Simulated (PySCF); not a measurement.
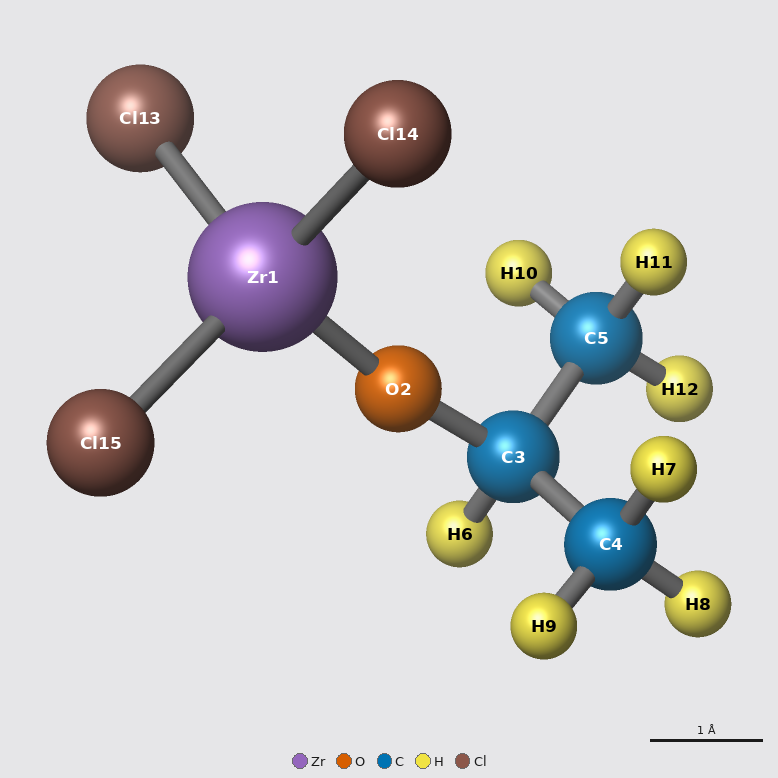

Numbered structure. The species is neutral and a spin singlet. The geometry was computed by an optimisation with PBE0-D3(BJ)/def2-SVP. No frequency run is at hand to confirm it as a minimum.

Q: Describe the coordination of atom 4.

A: C4 has 4 neighbours (C3 at 1.52, H7 at 1.10, H8 at 1.10, H9 at 1.10 Å); the arrangement is tetrahedral.

Q: Describe the coordination of atom 2.

A: O2 has 2 neighbours (Zr1 at 1.86, C3 at 1.41 Å); the arrangement is linear.

Q: How are the neighbours of atom 5 arranged?

A: C5 has 4 neighbours (C3 at 1.52, H10 at 1.10, H11 at 1.10, H12 at 1.10 Å); the arrangement is tetrahedral.

Q: What is the geometry at Zr1?

A: Zr1 has 4 neighbours (O2 at 1.86, Cl13 at 2.34, Cl14 at 2.34, Cl15 at 2.35 Å); the arrangement is tetrahedral.
